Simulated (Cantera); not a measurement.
Charge: 1 mol C₃H₈, 5.9 mol H₂O, 3.8 mol N₂, 0.58 mol O₂, equilibrated at 0.133 bar.

Equilibrium computed with Cantera from the NASA thermochemical tables; the gas is ideal and each condensed phase is pure. Candidate condensed phases: C, C₆H₆, C₇H₈, C₈H₁₈, H₂O; 169 gas species. Ions and electrons are included (thermal ionisation). Kinetics and transport are ignored.

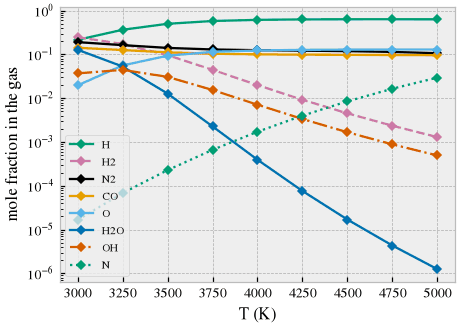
Equilibrium gas composition (values under 1e-9 drawn at 1e-9)

From 3000 K to 5000 K nothing is condensed. The main C-bearing gas is CO throughout.
